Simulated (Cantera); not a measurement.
Input: 1 mol CuO, 3.2 mol C, 0.46 mol CO, held at 1330 Pa.

Cantera equilibrium calculation (NASA polynomials, part measured and part estimated; ideal gas, pure solids and liquids). Candidate condensed phases: C, Cu, CuO, Cu₂O; 15 gas species. Kinetics and transport are ignored.

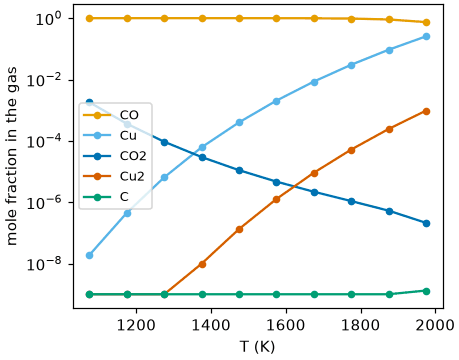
Figure. Equilibrium gas composition (values under 1e-9 drawn at 1e-9)

Task: Read off the mole fractions at 1675 K.

Result: CO about 0.99, Cu about 0.0086, Cu₂ about 9.1e-6, CO₂ about 2.2e-6.
